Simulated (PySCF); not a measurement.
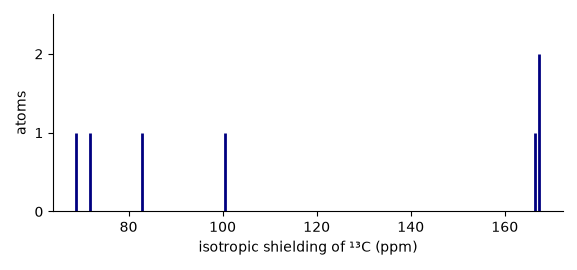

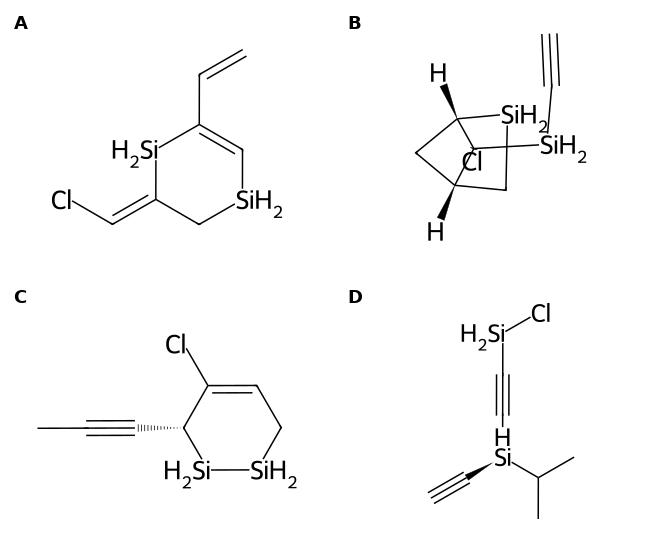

The sticks are computed shieldings of one of the molecules, for one fixed geometry (GFN2-xTB) without averaging over rotations. Low shielding means a high chemical shift. Method: GIAO PBE0/pcSseg-1 NMR shielding, non-relativistic, gas phase (PySCF 2.14.0).

> Match the spectrum to a structure.

D, `C#C[Si@@H](C#C[SiH2]Cl)C(C)C`. Its 7 C atoms give lines at 68.9, 71.7, 82.9, 100.5, 166.4, 167.4 (2 atoms) ppm.

The geometry is semi-empirical. Around Si such bond lengths and angles can be off by a tenth of an ångström or more and by several degrees, and values that hang on the shape move with them.
